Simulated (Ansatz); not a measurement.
Fields on a plane of AlP (zinc blende)

```yaml
crystal:
  lattice:
    - [0.00000, 2.75388, 2.75388]
    - [2.75388, 0.00000, 2.75388]
    - [2.75388, 2.75388, 0.00000]
  atoms:
    - { symbol: P, position: [0.25000, 0.25000, 0.25000] }
    - { symbol: Al, position: [0.00000, 0.00000, 0.00000] }
```

The slice is a {110} plane (indices of the conventional cell) through the point (0.250, 0.250, 0.250) (fractional), spanned by u = [100] and v = [1 -1 -1] in vectors of this cell: u (3.89 Å) and v (5.51 Å, at 90° to u). It covers one period; positions are fractions (u, v).

Atoms on it: P at (0.00, 0.00); Al at (0.50, 0.25).

These are PBE (plane waves to 420 eV, PAW, scalar-relativistic; Ansatz, a quantum-chemistry and plane-wave program) values and carry that method's errors. k mesh 10×10×10. Inside the PAW spheres the values are not all-electron values, and peaks at nuclei hang on which shells count as valence. AlP was relaxed with its symmetry unable to fall.

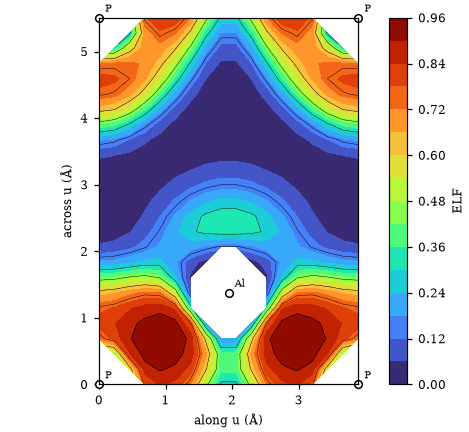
*Electron localisation function (ELF), one period of the plane, atoms marked. Points within 0.5 Å of a nucleus are left white, as the pseudised field means little there.*

```
|+*%@%#+=--=+#%@%*|
|%@@%#*+-::-+*#%@@|
|@@@%*+=:..:=+*%@@|
|%%%#+=-....-=+#%%|
|##*+=-:.  .:-=+*#|
|*++=-:.    .:-=++|
|==--:..    ..:--=|
|-:::..........:::|
|.................|
|   ...::::::...  |
|   ..:------:..  |
|   .:--====--:.  |
|  ..:-=++++=-:.. |
| ..:-=++++++=-:..|
|..:-==++++++==-::|
|---==+======+==--|
|===+++=----=+++==|
|******=----=*****|
|######+=--=+#####|
|%%%%%#*+==+*#%%%%|
|@@@@%%#*++*#%%@@@|
|%@@@@%#****#%@@@@|
|+#@@@%#*++*#%@@@#|
| +%@@#*+==+*#@@%+|
```
Scale: ten equal steps from -1.73 (start of ' ') to -0.09 (end of '@'), in the order ' .:-=+*#%@'. Values: log₁₀ of the valence density in e/Å³. The map has 17 points along u (one character each, u = 0 at the left) and 24 along v (v = 0 in the bottom row). The scale is logarithmic, as a density can span decades between atoms and voids.

Density on the P–Al line (2.38 Å) at its midpoint: 0.51 e/Å³
ELF at that point: 0.9
ELF maximum in the middle third of the P–Al line: 0.94, 1.1 Å from P
